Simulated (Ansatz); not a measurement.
Calculation: PBE (plane waves to 420 eV, PAW; Ansatz, a program for electronic structure).

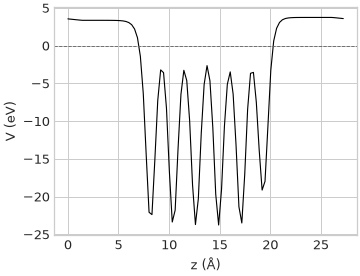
Plane-averaged electrostatic potential energy along the normal, in eV from the Fermi level, for the (100) surface of rock-salt TaC, Ti on half the Ta sites of the top plane, c(2x2) (bottom of the slab: a bare face, its two planes held)

Set-up: 24 atoms, 11.2 Å thick at the start; mesh 9x9x1; 0.1 eV smearing; dipole correction on; 8 atoms held, the rest relaxed; start symmetry kept, larger cells not searched; no spin, no spin-orbit, no U. It is one candidate, not shown to be the stable structure of the face.

The vacuum level lies 3.75 eV above the Fermi level over the top face and 3.37 eV above it under the bottom face.
